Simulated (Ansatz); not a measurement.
**CuH6NSi2 (SMILES [SiH3][N]([SiH3])[Cu]): density, localisation and related maps**

```xyz
10

Cu    0.6240   -1.1966    1.5545
N    -0.4897   -0.1443    0.5521
Si   -0.8918   -0.7475   -1.0124
Si   -1.2443    1.1633    1.3853
H    -1.5311    0.3295   -1.8398
H     0.3311   -1.2283   -1.7408
H    -1.8395   -1.9162   -1.0043
H    -0.2508    1.9243    2.2165
H    -1.8610    2.1204    0.4071
H    -2.3319    0.7488    2.3390
```

Geometry: PBE0-D4/def2-SVP.

Computed with isolated molecule in a Gaussian basis; Kohn-Sham density functional theory, functional PBE0 (Ansatz).

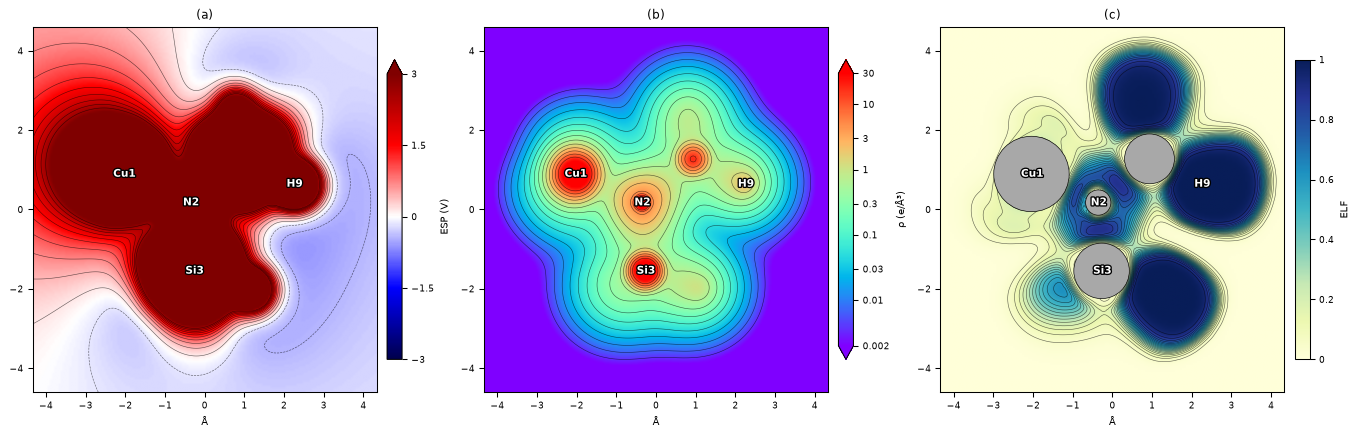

Figure 1. (a) electrostatic potential; (b) electron density; (c) ELF on the plane of atoms Cu1, N2 and Si3. Grey discs cover the atomic cores in the ELF map.

Describe what can be read from this map.

Answer.
- Atoms in the plane: Cu, N, Si and H.
- Si–N (1.72 Å): ρ is about 1.1 e/Å³ halfway; the ELF peaks at about 0.90 between the atoms; a polar covalent bond.
- Cu–N (1.83 Å): the density is about 0.87 e/Å³ at the midpoint; the ELF peaks at about 0.80 in the valence shell of N, 0.6 Å from its nucleus, and is about 0.25 at the midpoint.
- Outside the dense part of the molecule the potential is most negative (−0.6 V) near H5 and H9, which lies off the plane.

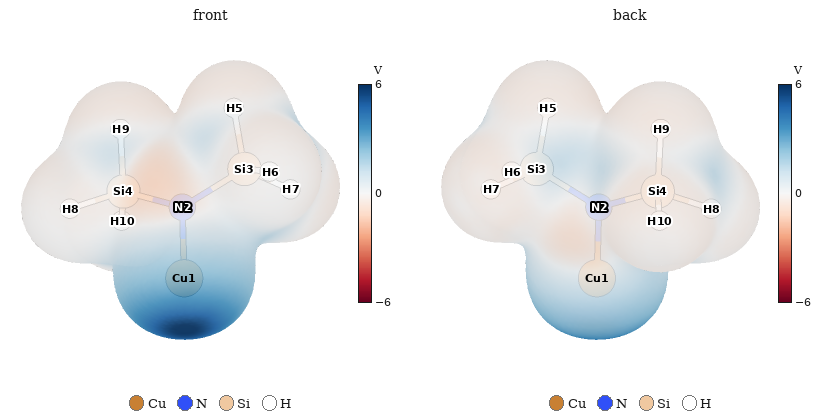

Figure 2. The molecular electrostatic potential painted on the density surface at 0.004 e/bohr³, seen from the front and from behind; the colour scale runs from red (negative) to blue (positive).

Where is the surface potential most negative and most positive?

Answer. The most negative region (about −1.1 V) lies over N2, the most positive (about +5.8 V) over Cu1. N2 is the likeliest acceptor of a hydrogen bond.

How polar is the molecule by this calculation?

Answer. Its dipole moment is 4.68 D.

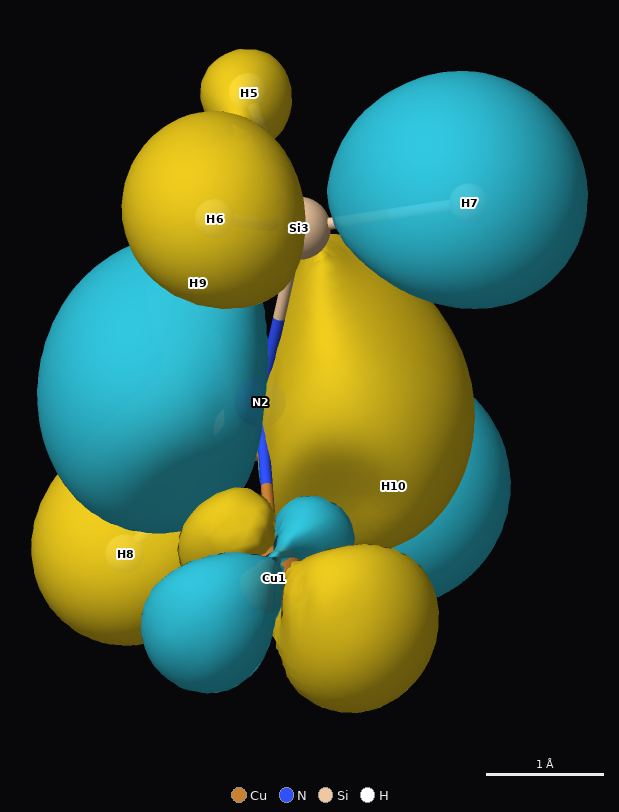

Figure 3. One frontier orbital at ±0.06 Å⁻³ᐟ² (yellow and cyan are the two phases), seen at an oblique angle.

Which orbital is it: HOMO or LUMO?

Answer. The HOMO, at −6.59 eV. Its weight (Hirshfeld) is mainly on N2 (about 45 %), Cu1 (about 15 %), Si3 (about 10 %), Si4 (about 10 %), H7 (about 5 %) and H10 (about 5 %).
